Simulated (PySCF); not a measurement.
```xyz
19

C    -1.1858   -2.2950   -0.5758
C    -1.2452   -1.2509    0.0073
C    -1.3495    0.0262    0.6790
C    -1.9923    1.0765   -0.2321
S    -0.3139    1.6862   -0.7619
O    -0.2056    3.1201   -0.5033
C     0.0043    0.7423    0.8190
Si    1.6242   -0.2518    0.8535
C     2.1189   -0.6034   -0.9407
H    -1.1254   -3.2174   -1.0717
H    -1.8684   -0.1244    1.6326
H    -2.6134    0.6998   -1.0410
H    -2.5041    1.8648    0.3133
H    -0.0478    1.4790    1.6194
H     1.3882   -1.4887    1.6060
H     2.6405    0.5661    1.5244
H     1.3389   -1.1460   -1.4670
H     2.3002    0.3226   -1.4800
H     3.0266   -1.1967   -0.9886
```

Geometry: GFN2-xTB.

All numbers below come from PBE0/pcSseg-1, SCF density, gas phase, non-relativistic in PySCF.

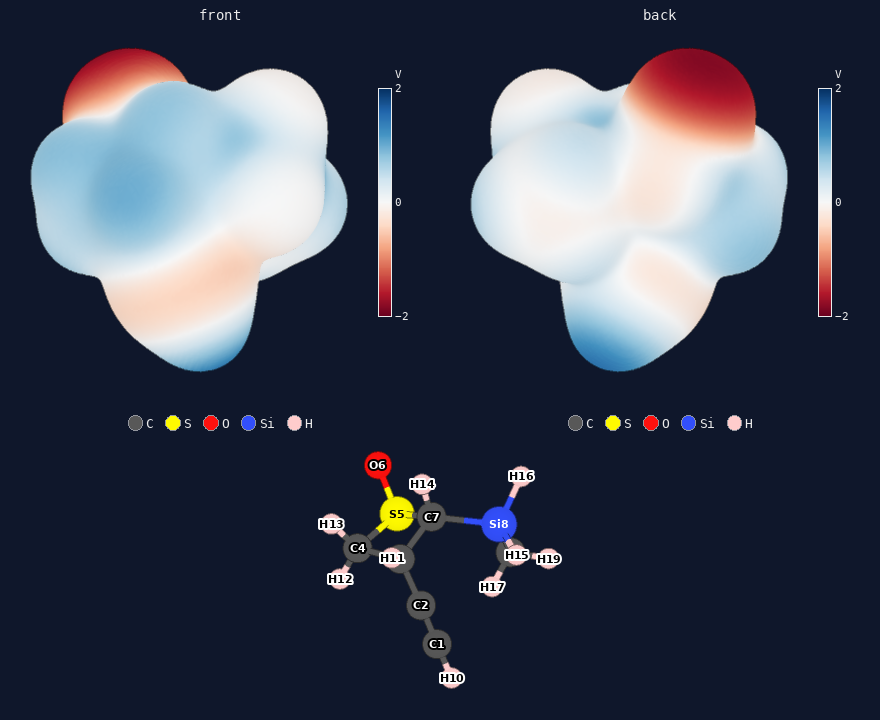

C₆H₁₀OSSi. The molecular electrostatic potential painted on the density surface at 0.001 e/bohr³, seen from the front and from behind; the colour scale runs from red (negative) to blue (positive). The bare structure is drawn below in the same view.

Question: Where is the surface potential most negative and most positive?

Answer: The most negative region (about −1.8 V) lies over O6, the most positive (about +1.4 V) over H10. O6 is the likeliest acceptor of a hydrogen bond.

Question: How polar is the molecule by this calculation?

Answer: Its dipole moment is 3.33 D.
